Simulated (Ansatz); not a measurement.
The reference is Te (space group P3_121, No. 152; a = 4.5211 Å, c = 5.9549 Å; made of chains). Axes: x lies along a and z along c of the hexagonal cell.

Modification: the cell is stretched by 0.72 % along z with no lateral relaxation, atoms relaxed at fixed cell.

Calculations: Ansatz (an electronic-structure program), PBE, PAW, cutoff 420 eV, no spin-orbit coupling, earlier PAW set.

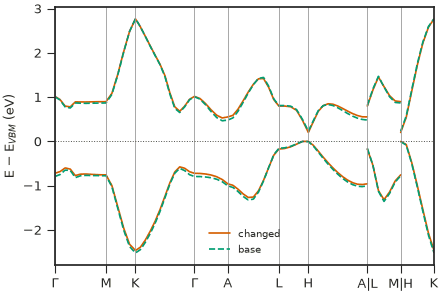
Highest valence and lowest conduction band along the path, each from its own valence-band maximum

Task: From the figure, how large is the changed gap, and is it direct?

Result: About 0.2 eV, direct at H.

With Te present, leaving out spin-orbit coupling can change the band edges. The cells carry an imposed strain or load. Stability against distortions was not tested. No dispersion term is included, though the crystal is made of layers, chains or molecules, so its spacings can come out too wide.
